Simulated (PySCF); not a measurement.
**Run report: BH4O (charge −1), excited-state calculation**

BH4O, charge −1, SMILES [BH3-]O, computed with TDDFT CAM-B3LYP/def2-SVPD, vertical, IEF-PCM chloroform (non-equilibrium linear response), core orbitals frozen in the response (PySCF 2.14.0).

The geometry comes from this level: PBE0-D3(BJ)/def2-SVP. It belongs to a series of runs on one base structure; here: solvent chloroform.

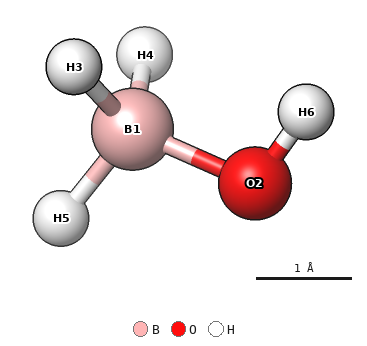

**Figure 1.** The structure (ball-and-stick view, seen at a tilt; atoms are numbered from 1 in the order of the input).

**Summary**

| quantity | value |
| --- | --- |
| outcome | converged |
| total energy | −102.484885 hartree |
| HOMO | −6.51 eV |
| LUMO | 2.13 eV |
| mean polarisability | 43.35 a.u. |
| lowest excitation | 5.49 eV |
| hardware | 1 CPU thread, shared host |
| wall time | 1.7 s |
| peak memory | 0.35 GiB |

**Input**
```
{"job": {"kind": "uv", "xc": "CAM-B3LYP", "basis": "def2-SVPD", "solvent": "chloroform", "nstates": 6, "ntriplets": 0}, "charge": -1, "multiplicity": 1}
B     -0.174017     0.074757     0.102604
O      1.236304     0.143119     0.567031
H     -0.562105     1.137048    -0.486385
H     -0.392536    -0.888623    -0.703722
H     -0.921535    -0.096055     1.097288
H      1.763525     0.270493    -0.225123
```

The first line tells a small driver script what to run in PySCF; the rest is the geometry in Å.

Run as:
```bash
OMP_NUM_THREADS=1 python <driver script> task.json out
```

**Output**
```
coarse grid: 4656 points
cycle   1  E = -102.3534456316  dE = -2.039e-01  |g| = 6.897e-01  |ddm| = 2.374e+00
cycle   2  E = -102.2818407900  dE =  7.160e-02  |g| = 9.704e-01  |ddm| = 1.292e+00
cycle   3  E = -102.4619131312  dE = -1.801e-01  |g| = 5.334e-02  |ddm| = 6.388e-01
cycle   4  E = -102.4625992924  dE = -6.862e-04  |g| = 1.774e-02  |ddm| = 8.151e-02
cycle   5  E = -102.4626989662  dE = -9.967e-05  |g| = 2.853e-03  |ddm| = 3.847e-02
cycle   6  E = -102.4627016616  dE = -2.695e-06  |g| = 3.491e-04  |ddm| = 5.416e-03
final grid: 43904 points
cycle   7  E = -102.4848840108  dE = -1.137e-05  |g| = 2.074e-03  |ddm| = 2.143e-02
cycle   8  E = -102.4848839486  dE =  6.217e-08  |g| = 2.468e-03  |ddm| = 3.923e-03
cycle   9  E = -102.4848850441  dE = -1.095e-06  |g| = 2.271e-04  |ddm| = 1.715e-03
cycle  10  E = -102.4848850593  dE = -1.518e-08  |g| = 8.981e-05  |ddm| = 4.734e-04
cycle  11  E = -102.4848850624  dE = -3.088e-09  |g| = 1.702e-05  |ddm| = 1.661e-04
cycle  12  E = -102.4848850625  dE = -1.410e-10  |g| = 2.285e-06  |ddm| = 3.694e-05
```

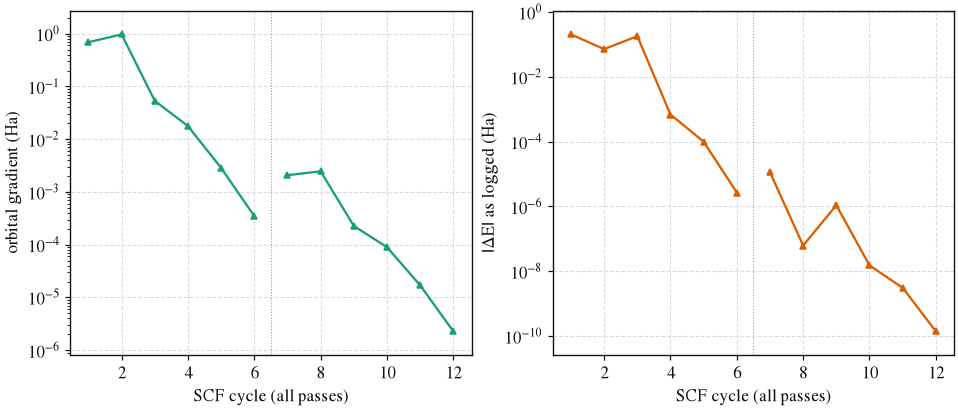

**Figure 2.** Convergence of the self-consistent field: orbital gradient and size of the energy change against the SCF cycle. The dotted line marks the change from a coarse to the final integration grid. The first 6 cycles use a coarse grid, the final grid takes over at cycle 7, and the field converges after 12 cycles in all.

```
converged SCF energy = -102.4848850625

Static polarisability (au): isotropic 43.348, principal 41.303 44.205 44.537

Singlet excitations
state   eV       nm        f      main configurations
  1   5.4891    225.9   0.00536   H->L 0.88, H->L+1 0.09
  2   6.4400    192.5   0.05921   H-1->L 0.95
  3   6.4598    191.9   0.08137   H->L+1 0.86, H->L 0.09
  4   7.2927    170.0   0.05899   H-1->L+1 0.91
  5   7.4597    166.2   0.00119   H->L+2 0.93
  6   7.8845    157.3   0.03870   H->L+4 0.82
```

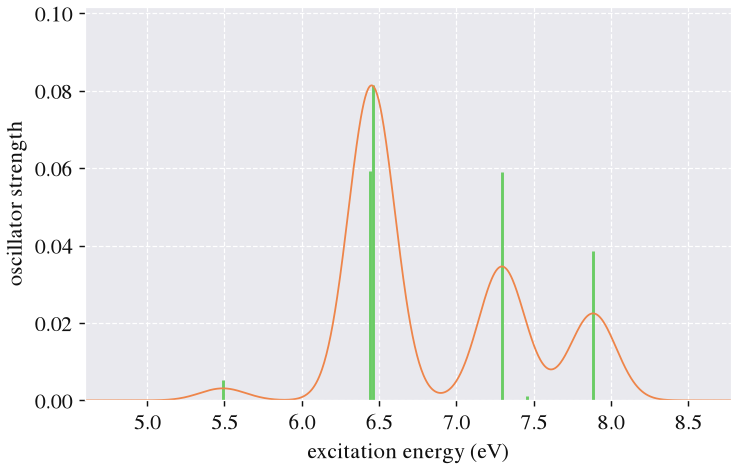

**Figure 3.** Computed excitations as sticks (degenerate states added up, dark ones marked on the axis), with a Gaussian envelope of 0.35 eV full width at half maximum, scaled to the tallest. Of the 6 states the lowest lies at 5.49 eV (f = 0.005); the strongest line is at 6.46 eV, or 192 nm (f = 0.081).

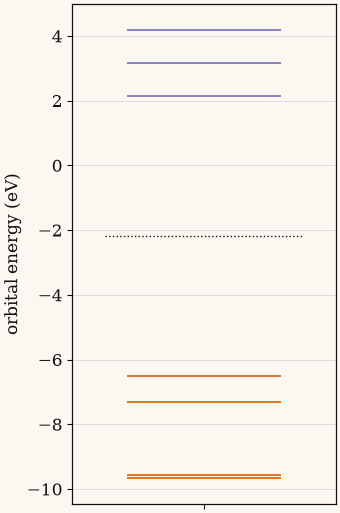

**Figure 4.** Orbital energies near the frontier; the dotted line parts filled from empty levels, and levels within 0.02 eV of each other stand side by side. Highest filled −6.51 eV, lowest empty 2.13 eV, 8.64 eV apart.
